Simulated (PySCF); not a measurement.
# Cu···Cu: magnetic exchange

Aim: compute the magnetic exchange of Cu···Cu.

Programs: PySCF 2.14.0, with routines of our own; each step states its level. All values are computed. Atoms count from 0.

## (1) The starting structure

2 atoms, charge 0, high-spin multiplicity 3; geometry from: GFN2-xTB fragments, placed rigidly.

The system (radical pair): Cu···Cu. The radical centres are 5.21 Å apart; the spin sites are atom 0 (1 unpaired) and atom 1 (1 unpaired).

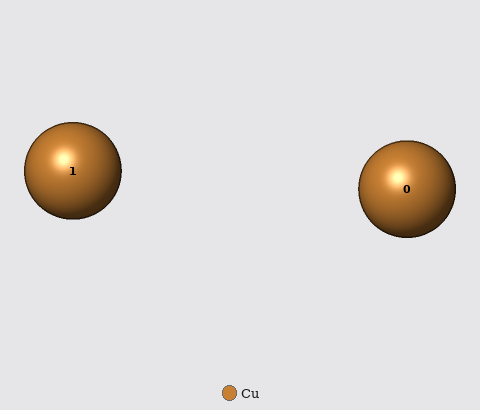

The starting geometry (copper orange); sticks join atoms by distance alone.

## (2) Magnetic exchange: CASSCF and SC-NEVPT2/def2-TZVP (2,2)

Job settings and geometry (Å):

```
{"job": {"kind": "cas", "basis": "def2-TZVP", "active": "magnetic", "zfs": true}, "charge": 0, "high_spin_multiplicity": 3, "spin_sites": [[[0], 1], [[1], 1]]}
Cu    -0.700000     0.000000    -2.508000
Cu     0.700000     0.000000     2.508000
```

Method: CASSCF and SC-NEVPT2/def2-TZVP spin states, gas phase.

Started as:

```
> OMP_NUM_THREADS=1 python exch_run.py task.json out
```

One launch serves the whole session: the jobs run in the order shown.

Output:

```text
start orbitals: natural orbitals of the high-spin HF determinant (converged)
active space: 2 electrons in 2 orbitals, 28 closed; orbitals optimised for multiplicities 3 1
macro   0  E = -3277.8451607265  dE =  0.000e+00  |g| = 1.042e-02
macro   1  E = -3277.8452151447  dE = -5.442e-05  |g| = 2.217e-03
macro   2  E = -3277.8452180701  dE = -2.925e-06  |g| = 1.097e-03
macro   3  E = -3277.8452182526  dE = -1.825e-07  |g| = 1.101e-03
macro   4  E = -3277.8452183113  dE = -5.874e-08  |g| = 7.472e-04
macro   5  E = -3277.8452183306  dE = -1.922e-08  |g| = 6.277e-05
CASSCF converged, mean energy = -3277.8452183306
2S+1 = 3  root 0  E(CAS) = -3277.84475991  E(NEVPT2) = -3279.17418899  occupations 1.000 1.000
2S+1 = 1  root 0  E(CAS) = -3277.84567675  E(NEVPT2) = -3279.17497492  occupations 1.196 0.804
2S+1 = 1  root 1  E(CAS) = -3277.67223664  E(NEVPT2) = -3279.05644755  occupations 1.000 1.000
2S+1 = 1  root 2  E(CAS) = -3277.66974753  E(NEVPT2) = -3279.05380413  occupations 1.196 0.804
D(spin-spin) = -0.0175 cm-1, E/D = 0.000
D(spin-orbit) = -0.0000 cm-1, D(total) = -0.0175 cm-1, E/D = 0.000
```

Wall time 3.6 s (1 thread of Intel Xeon Platinum 8488C, shared host); peak memory 0.25 GiB.

From this job:

```csv
quantity,value
J (CASSCF),-101 cm⁻¹
J (NEVPT2),-86 cm⁻¹
low less high spin (NEVPT2),-0.5 kcal/mol
diradical index y0,0.80
zero-field D,-0.018 cm⁻¹
```

Mulliken spin populations of the high-spin state:

```csv
atom,value (e)
Cu0,1.00
Cu1,1.00
```

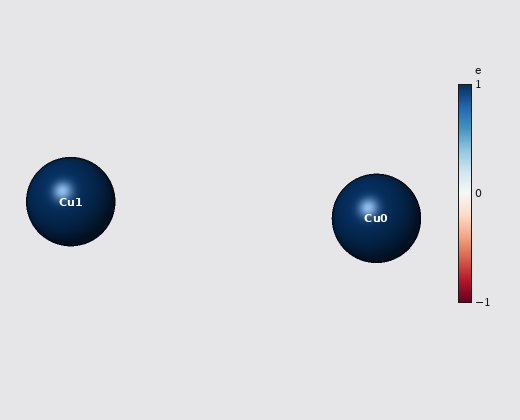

Mulliken spin populations of the high-spin state, as colours on the atoms.

## (3) Magnetic exchange: HF/def2-TZVP

Job settings and geometry (Å):

```
{"job": {"kind": "bs", "xc": "HF", "basis": "def2-TZVP", "rks": true}, "charge": 0, "high_spin_multiplicity": 3, "spin_sites": [[[0], 1], [[1], 1]]}
Cu    -0.700000     0.000000    -2.508000
Cu     0.700000     0.000000     2.508000
```

Method: HF/def2-TZVP high-spin, broken-symmetry and restricted single points, gas phase.

Output:

```text
high-spin state, multiplicity 3
final grid: 26080 points
cycle   1  E = -3277.7337654585  dE = -7.594e-01  |g| = 8.467e-01  |ddm| = 9.755e-01
cycle   2  E = -3277.6669336868  dE =  6.683e-02  |g| = 1.140e+00  |ddm| = 5.782e-01
cycle   3  E = -3277.8450343264  dE = -1.781e-01  |g| = 4.442e-02  |ddm| = 2.537e-01
cycle   4  E = -3277.8456570562  dE = -6.227e-04  |g| = 9.231e-03  |ddm| = 5.571e-02
cycle   5  E = -3277.8458051820  dE = -1.481e-04  |g| = 3.668e-03  |ddm| = 4.552e-02
cycle   6  E = -3277.8458212084  dE = -1.603e-05  |g| = 4.736e-04  |ddm| = 1.668e-02
cycle   7  E = -3277.8458215965  dE = -3.881e-07  |g| = 1.508e-04  |ddm| = 2.734e-03
cycle   8  E = -3277.8458216342  dE = -3.770e-08  |g| = 1.858e-05  |ddm| = 1.069e-03
cycle   9  E = -3277.8458216349  dE = -6.676e-10  |g| = 4.238e-06  |ddm| = 1.188e-04
converged SCF energy = -3277.8458216349

broken-symmetry state, M_S = 0, start: spins of the second site flipped
final grid: 26080 points
cycle   1  E = -3277.8458083854  dE = -1.455e-03  |g| = 1.489e-02  |ddm| = 5.023e-02
cycle   2  E = -3277.8461050608  dE = -2.967e-04  |g| = 8.977e-03  |ddm| = 1.999e-02
cycle   3  E = -3277.8462135521  dE = -1.085e-04  |g| = 6.148e-03  |ddm| = 1.718e-02
cycle   4  E = -3277.8462212243  dE = -7.672e-06  |g| = 1.323e-03  |ddm| = 3.111e-03
cycle   5  E = -3277.8462229682  dE = -1.744e-06  |g| = 1.412e-04  |ddm| = 2.645e-03
cycle   6  E = -3277.8462230476  dE = -7.933e-08  |g| = 5.695e-05  |ddm| = 7.587e-04
cycle   7  E = -3277.8462230544  dE = -6.867e-09  |g| = 1.844e-05  |ddm| = 2.801e-04
converged SCF energy = -3277.8462230544

<S^2> high spin = 2.0039, broken symmetry = 0.9943
E(HS) - E(BS) = 88.10 cm-1
J_noodleman = -88.10 cm-1
J_unprojected = -44.05 cm-1
J_yamaguchi = -87.26 cm-1

restricted closed-shell singlet
final grid: 26080 points
cycle   1  E = -3277.7814511890  dE = -7.276e-03  |g| = 2.744e-02  |ddm| = 4.632e-01
cycle   2  E = -3277.7823330111  dE = -8.818e-04  |g| = 2.198e-02  |ddm| = 1.460e-01
cycle   3  E = -3277.7824428974  dE = -1.099e-04  |g| = 9.436e-03  |ddm| = 3.658e-02
cycle   4  E = -3277.7825042255  dE = -6.133e-05  |g| = 1.187e-03  |ddm| = 4.834e-02
cycle   5  E = -3277.7825054348  dE = -1.209e-06  |g| = 3.810e-04  |ddm| = 2.831e-03
cycle   6  E = -3277.7825055802  dE = -1.454e-07  |g| = 1.189e-04  |ddm| = 1.329e-03
cycle   7  E = -3277.7825055932  dE = -1.309e-08  |g| = 3.271e-05  |ddm| = 4.005e-04
cycle   8  E = -3277.7825055948  dE = -1.599e-09  |g| = 1.192e-05  |ddm| = 1.440e-04
converged SCF energy = -3277.7825055948
```

Wall time 1.2 s (1 thread of Intel Xeon Platinum 8488C, shared host); peak memory 0.25 GiB.

In short:

```csv
quantity,value
J (Yamaguchi),-87 cm⁻¹
"low less high spin, projected",-0.5 kcal/mol
closed shell less high spin (no spin gap: the broken-symmetry state lies far lower),39.7 kcal/mol
```

## (4) Magnetic exchange: PBE0/def2-TZVP

Job settings and geometry (Å):

```
{"job": {"kind": "bs", "xc": "PBE0", "grid": 1, "basis": "def2-TZVP", "rks": true}, "charge": 0, "high_spin_multiplicity": 3, "spin_sites": [[[0], 1], [[1], 1]]}
Cu    -0.700000     0.000000    -2.508000
Cu     0.700000     0.000000     2.508000
```

With the program's defaults for keys left out, this is: PBE0/def2-TZVP high-spin, broken-symmetry and restricted single points, gas phase.

Output:

```text
high-spin state, multiplicity 3
final grid: 14880 points
cycle   1  E = -3280.4521323742  dE =  4.491e-03  |g| = 4.705e-01  |ddm| = 3.818e-01
cycle   2  E = -3280.2882751791  dE =  1.639e-01  |g| = 1.151e+00  |ddm| = 5.115e-01
cycle   3  E = -3280.4881816118  dE = -1.999e-01  |g| = 3.635e-02  |ddm| = 2.870e-01
cycle   4  E = -3280.4884672554  dE = -2.856e-04  |g| = 7.530e-03  |ddm| = 1.490e-02
cycle   5  E = -3280.4884762149  dE = -8.960e-06  |g| = 1.281e-04  |ddm| = 6.117e-03
cycle   6  E = -3280.4884762336  dE = -1.871e-08  |g| = 4.278e-05  |ddm| = 5.067e-04
cycle   7  E = -3280.4884762344  dE = -7.585e-10  |g| = 6.198e-06  |ddm| = 3.786e-05
converged SCF energy = -3280.4884762344

broken-symmetry state, M_S = 0, start: spins of the second site flipped
final grid: 14880 points
cycle   1  E = -3280.4888597841  dE = -1.528e-03  |g| = 1.015e-02  |ddm| = 8.370e-02
cycle   2  E = -3280.4889725707  dE = -1.128e-04  |g| = 1.175e-02  |ddm| = 2.111e-02
cycle   3  E = -3280.4889928526  dE = -2.028e-05  |g| = 6.944e-03  |ddm| = 5.075e-03
cycle   4  E = -3280.4890061583  dE = -1.331e-05  |g| = 4.593e-04  |ddm| = 6.095e-03
cycle   5  E = -3280.4890062304  dE = -7.212e-08  |g| = 8.048e-05  |ddm| = 5.299e-04
cycle   6  E = -3280.4890062401  dE = -9.672e-09  |g| = 2.126e-05  |ddm| = 2.953e-04
converged SCF energy = -3280.4890062401

<S^2> high spin = 2.0043, broken symmetry = 0.9874
E(HS) - E(BS) = 116.32 cm-1
J_noodleman = -116.32 cm-1
J_unprojected = -58.16 cm-1
J_yamaguchi = -114.40 cm-1

restricted closed-shell singlet
final grid: 14880 points
cycle   1  E = -3280.4617111108  dE = -9.838e-04  |g| = 9.284e-03  |ddm| = 2.441e-01
cycle   2  E = -3280.4617414887  dE = -3.038e-05  |g| = 2.693e-03  |ddm| = 2.348e-02
cycle   3  E = -3280.4617429426  dE = -1.454e-06  |g| = 2.949e-03  |ddm| = 6.377e-03
cycle   4  E = -3280.4617435122  dE = -5.697e-07  |g| = 1.924e-03  |ddm| = 1.356e-03
cycle   5  E = -3280.4617438896  dE = -3.773e-07  |g| = 3.081e-04  |ddm| = 1.656e-03
cycle   6  E = -3280.4617439184  dE = -2.889e-08  |g| = 2.731e-05  |ddm| = 5.791e-04
cycle   7  E = -3280.4617439202  dE = -1.728e-09  |g| = 3.298e-05  |ddm| = 2.722e-04
converged SCF energy = -3280.4617439202
```

It took 2.9 s on 1 thread of Intel Xeon Platinum 8488C, shared host; peak memory 0.28 GiB.

Key values:

```csv
quantity,value
J (Yamaguchi),-114 cm⁻¹
"low less high spin, projected",-0.7 kcal/mol
closed shell less high spin (no spin gap: the broken-symmetry state lies far lower),16.8 kcal/mol
```

## (5) Magnetic exchange: HF/def2-TZVPP in toluene, other SCF options

Job settings and geometry (Å):

```
{"job": {"kind": "bs", "xc": "HF", "basis": "def2-TZVPP", "rks": true, "x2c": false, "scf": {"guess": "huckel", "max_cycle": 81}, "solvent": "toluene"}, "charge": 0, "high_spin_multiplicity": 3, "spin_sites": [[[0], 1], [[1], 1]]}
Cu    -0.700000     0.000000    -2.508000
Cu     0.700000     0.000000     2.508000
```

Level: HF/def2-TZVPP high-spin, broken-symmetry and restricted single points, IEF-PCM toluene.

Output:

```text
high-spin state, multiplicity 3
final grid: 26080 points
cycle   1  E = -3277.8469433781  dE = -4.092e-03  |g| = 2.175e-02  |ddm| = 2.443e-01
cycle   2  E = -3277.8479962566  dE = -1.053e-03  |g| = 1.583e-02  |ddm| = 1.132e-01
cycle   3  E = -3277.8482805592  dE = -2.843e-04  |g| = 1.161e-02  |ddm| = 5.477e-02
cycle   4  E = -3277.8484381050  dE = -1.575e-04  |g| = 2.105e-03  |ddm| = 7.158e-02
cycle   5  E = -3277.8484419316  dE = -3.827e-06  |g| = 6.511e-04  |ddm| = 5.388e-03
cycle   6  E = -3277.8484421528  dE = -2.212e-07  |g| = 9.035e-05  |ddm| = 1.341e-03
cycle   7  E = -3277.8484421657  dE = -1.293e-08  |g| = 2.519e-05  |ddm| = 4.248e-04
cycle   8  E = -3277.8484421673  dE = -1.656e-09  |g| = 1.297e-05  |ddm| = 8.984e-05
converged SCF energy = -3277.8484421673

broken-symmetry state, M_S = 0, start: spins of the second site flipped
final grid: 26080 points
cycle   1  E = -3277.8484311139  dE = -1.488e-03  |g| = 1.468e-02  |ddm| = 5.223e-02
cycle   2  E = -3277.8487254731  dE = -2.944e-04  |g| = 8.846e-03  |ddm| = 2.022e-02
cycle   3  E = -3277.8488328696  dE = -1.074e-04  |g| = 6.097e-03  |ddm| = 1.726e-02
cycle   4  E = -3277.8488409082  dE = -8.039e-06  |g| = 1.384e-03  |ddm| = 3.358e-03
cycle   5  E = -3277.8488427639  dE = -1.856e-06  |g| = 1.788e-04  |ddm| = 2.735e-03
cycle   6  E = -3277.8488428981  dE = -1.342e-07  |g| = 9.855e-05  |ddm| = 9.041e-04
cycle   7  E = -3277.8488429246  dE = -2.656e-08  |g| = 4.680e-05  |ddm| = 3.951e-04
cycle   8  E = -3277.8488429357  dE = -1.110e-08  |g| = 1.987e-05  |ddm| = 3.011e-04
cycle   9  E = -3277.8488429376  dE = -1.893e-09  |g| = 5.695e-06  |ddm| = 1.308e-04
converged SCF energy = -3277.8488429376

<S^2> high spin = 2.0038, broken symmetry = 0.9936
E(HS) - E(BS) = 87.96 cm-1
J_noodleman = -87.96 cm-1
J_unprojected = -43.98 cm-1
J_yamaguchi = -87.07 cm-1

restricted closed-shell singlet
final grid: 26080 points
cycle   1  E = -3277.7883240198  dE = -2.258e-03  |g| = 2.077e-02  |ddm| = 1.345e-01
cycle   2  E = -3277.7888610284  dE = -5.370e-04  |g| = 1.359e-02  |ddm| = 6.095e-02
cycle   3  E = -3277.7889794924  dE = -1.185e-04  |g| = 1.057e-02  |ddm| = 2.301e-02
cycle   4  E = -3277.7890573583  dE = -7.787e-05  |g| = 1.377e-03  |ddm| = 3.388e-02
cycle   5  E = -3277.7890588631  dE = -1.505e-06  |g| = 4.230e-04  |ddm| = 3.971e-03
cycle   6  E = -3277.7890590214  dE = -1.583e-07  |g| = 9.042e-05  |ddm| = 1.352e-03
cycle   7  E = -3277.7890590329  dE = -1.149e-08  |g| = 3.016e-05  |ddm| = 3.933e-04
cycle   8  E = -3277.7890590344  dE = -1.473e-09  |g| = 6.193e-06  |ddm| = 1.486e-04
converged SCF energy = -3277.7890590344
```

Wall time 4.4 s (1 thread of Intel Xeon Platinum 8488C, shared host); peak memory 0.35 GiB.

In short:

```csv
quantity,value
J (Yamaguchi),-87 cm⁻¹
"low less high spin, projected",-0.5 kcal/mol
closed shell less high spin (no spin gap: the broken-symmetry state lies far lower),37.3 kcal/mol
```

## (6) Magnetic exchange: HF/def2-TZVP in acetonitrile

Job settings and geometry (Å):

```
{"job": {"kind": "bs", "xc": "HF", "basis": "def2-TZVP", "rks": true, "solvent": "acetonitrile"}, "charge": 0, "high_spin_multiplicity": 3, "spin_sites": [[[0], 1], [[1], 1]]}
Cu    -0.700000     0.000000    -2.508000
Cu     0.700000     0.000000     2.508000
```

With the program's defaults for keys left out, this is: HF/def2-TZVP high-spin, broken-symmetry and restricted single points, IEF-PCM acetonitrile.

Output:

```text
high-spin state, multiplicity 3
final grid: 26080 points
cycle   1  E = -3277.7374491033  dE = -7.600e-01  |g| = 8.508e-01  |ddm| = 1.015e+00
cycle   2  E = -3277.6693875176  dE =  6.806e-02  |g| = 1.146e+00  |ddm| = 5.637e-01
cycle   3  E = -3277.8492014372  dE = -1.798e-01  |g| = 4.565e-02  |ddm| = 2.550e-01
cycle   4  E = -3277.8498070465  dE = -6.056e-04  |g| = 8.854e-03  |ddm| = 5.289e-02
cycle   5  E = -3277.8499526339  dE = -1.456e-04  |g| = 3.663e-03  |ddm| = 4.558e-02
cycle   6  E = -3277.8499709905  dE = -1.836e-05  |g| = 4.186e-04  |ddm| = 2.031e-02
cycle   7  E = -3277.8499712619  dE = -2.714e-07  |g| = 1.432e-04  |ddm| = 2.124e-03
cycle   8  E = -3277.8499713122  dE = -5.029e-08  |g| = 3.644e-05  |ddm| = 1.198e-03
cycle   9  E = -3277.8499713183  dE = -6.114e-09  |g| = 1.741e-05  |ddm| = 2.453e-04
converged SCF energy = -3277.8499713183

broken-symmetry state, M_S = 0, start: spins of the second site flipped
final grid: 26080 points
cycle   1  E = -3277.8499664922  dE = -1.453e-03  |g| = 1.450e-02  |ddm| = 5.174e-02
cycle   2  E = -3277.8502624136  dE = -2.959e-04  |g| = 8.744e-03  |ddm| = 2.118e-02
cycle   3  E = -3277.8503716938  dE = -1.093e-04  |g| = 5.909e-03  |ddm| = 1.866e-02
cycle   4  E = -3277.8503793547  dE = -7.661e-06  |g| = 1.373e-03  |ddm| = 3.369e-03
cycle   5  E = -3277.8503815543  dE = -2.200e-06  |g| = 2.486e-04  |ddm| = 2.903e-03
cycle   6  E = -3277.8503818266  dE = -2.723e-07  |g| = 1.356e-04  |ddm| = 1.269e-03
cycle   7  E = -3277.8503819142  dE = -8.763e-08  |g| = 5.699e-05  |ddm| = 8.812e-04
cycle   8  E = -3277.8503819286  dE = -1.437e-08  |g| = 1.815e-05  |ddm| = 3.381e-04
cycle   9  E = -3277.8503819303  dE = -1.727e-09  |g| = 4.605e-06  |ddm| = 1.474e-04
converged SCF energy = -3277.8503819303

<S^2> high spin = 2.0037, broken symmetry = 0.9931
E(HS) - E(BS) = 90.12 cm-1
J_noodleman = -90.12 cm-1
J_unprojected = -45.06 cm-1
J_yamaguchi = -89.17 cm-1

restricted closed-shell singlet
final grid: 26080 points
cycle   1  E = -3277.7898647425  dE = -8.612e-03  |g| = 3.151e-02  |ddm| = 4.705e-01
cycle   2  E = -3277.7913590912  dE = -1.494e-03  |g| = 2.357e-02  |ddm| = 1.734e-01
cycle   3  E = -3277.7916095857  dE = -2.505e-04  |g| = 1.311e-02  |ddm| = 5.461e-02
cycle   4  E = -3277.7917572646  dE = -1.477e-04  |g| = 1.413e-03  |ddm| = 7.083e-02
cycle   5  E = -3277.7917608256  dE = -3.561e-06  |g| = 5.575e-04  |ddm| = 6.851e-03
cycle   6  E = -3277.7917611294  dE = -3.038e-07  |g| = 1.003e-04  |ddm| = 2.344e-03
cycle   7  E = -3277.7917611438  dE = -1.439e-08  |g| = 4.083e-05  |ddm| = 4.460e-04
cycle   8  E = -3277.7917611467  dE = -2.909e-09  |g| = 9.533e-06  |ddm| = 2.292e-04
converged SCF energy = -3277.7917611467
```

Wall time 2.4 s (1 thread of Intel Xeon Platinum 8488C, shared host); peak memory 0.32 GiB.

From this job:

```csv
quantity,value
J (Yamaguchi),-89 cm⁻¹
"low less high spin, projected",-0.5 kcal/mol
closed shell less high spin (no spin gap: the broken-symmetry state lies far lower),36.5 kcal/mol
```

## (7) Magnetic exchange: CASSCF and SC-NEVPT2/def2-TZVP (2,2)

Job settings and geometry (Å):

```
{"job": {"kind": "cas", "basis": "def2-TZVP", "active": "natural", "max": 6, "thr": 0.008, "zfs": false, "max_cycle": 1}, "charge": 0, "high_spin_multiplicity": 3, "spin_sites": [[[0], 1], [[1], 1]]}
Cu    -0.700000     0.000000    -2.508000
Cu     0.700000     0.000000     2.508000
```

Method: CASSCF and SC-NEVPT2/def2-TZVP spin states, gas phase.

Output:

```text
start orbitals: natural orbitals of the high-spin HF determinant (converged)
active space: 2 electrons in 2 orbitals, 28 closed; orbitals optimised for multiplicities 3 1
macro   0  E = -3277.8451607265  dE =  0.000e+00  |g| = 1.042e-02
macro   1  E = -3277.8452151447  dE = -5.442e-05  |g| = 2.217e-03
CASSCF not converged, mean energy = -3277.8452151447
2S+1 = 3  root 0  E(CAS) = -3277.84477488  E(NEVPT2) = -3279.17439806  occupations 1.000 1.000
2S+1 = 1  root 0  E(CAS) = -3277.84565541  E(NEVPT2) = -3279.17519211  occupations 1.194 0.806
```

Wall time 1.3 s (1 thread of Intel Xeon Platinum 8488C, shared host); peak memory 0.28 GiB.

What is wrong: the input is at fault (too few CASSCF cycles), so numbers printed on the way are no properties; the log names what stopped the run.

## (8) The levels compared

J for H = −2J S1·S2; the gap is low spin less high spin (projected; unprojected where the broken-symmetry state collapsed; or NEVPT2):

```csv
step,level,geometry,J (cm⁻¹),gap (kcal/mol),time
2,"CASSCF and SC-NEVPT2/def2-TZVP (2,2)",one,-86,-0.5,3.6 s
3,HF/def2-TZVP,one,-87,-0.5,1.2 s
4,PBE0/def2-TZVP,one,-114,-0.7,2.9 s
5,"HF/def2-TZVPP in toluene, other SCF options",one,-87,-0.5,4.4 s
6,HF/def2-TZVP in acetonitrile,one,-89,-0.5,2.4 s
```

CASSCF times leave out a start SCF that an earlier step had already made.

## (9) What came out

| quantity | value |
| --- | --- |
| J (CASSCF) (step 2, CASSCF and SC-NEVPT2/def2-TZVP (2,2)) | -101 cm⁻¹ |
| J (NEVPT2) (step 2, CASSCF and SC-NEVPT2/def2-TZVP (2,2)) | -86 cm⁻¹ |
| low less high spin (NEVPT2) (step 2, CASSCF and SC-NEVPT2/def2-TZVP (2,2)) | -0.5 kcal/mol |
| diradical index y0 (step 2, CASSCF and SC-NEVPT2/def2-TZVP (2,2)) | 0.80 |
| J | -114 (PBE0/def2-TZVP) to -86 cm⁻¹ (CASSCF and SC-NEVPT2/def2-TZVP (2,2)) |
| runs | 1 failed, 0 ended on unsound input |

The levels with a meaningful J put the low-spin state lower (antiferromagnetic coupling), from -114 to -86 cm⁻¹.
